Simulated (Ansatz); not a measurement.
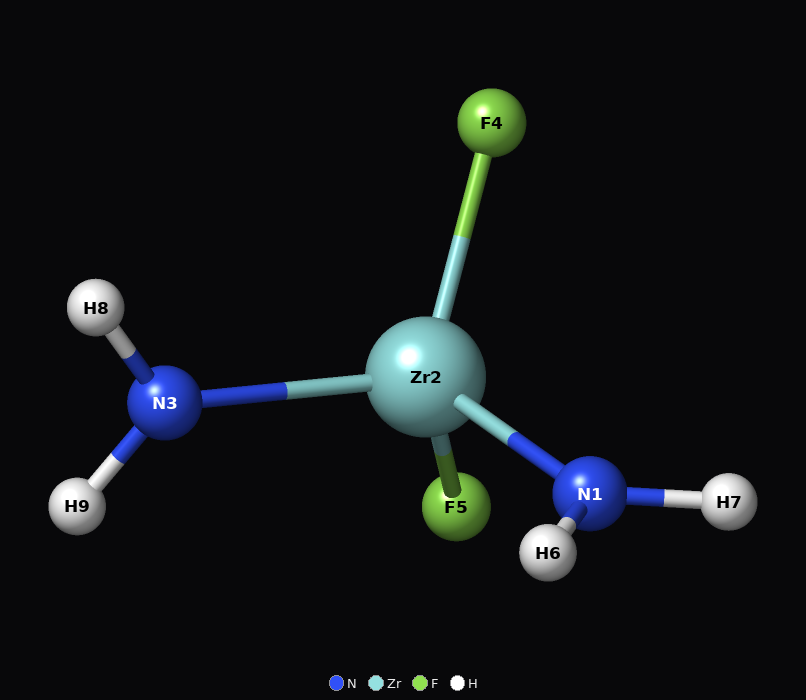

Charge 0, singlet. Harmonic vibrations computed with RKS PBE0-D4/def2-TZVP, core potentials on Zr (Ansatz 0.2.0) at a stationary point of the same level.

**How many imaginary frequencies does it have?**

A minimum: no imaginary frequency, and the lowest mode lies at 104 cm⁻¹.

**How many vibrational modes are there, and where do they lie?**

21 modes: 104, 155, 156, 164, 174, 227, 248, 453, 475, 491, 503, 640, 651, 659, 664, 1540, 1542, 3554, 3562, 3645, 3656 cm⁻¹.
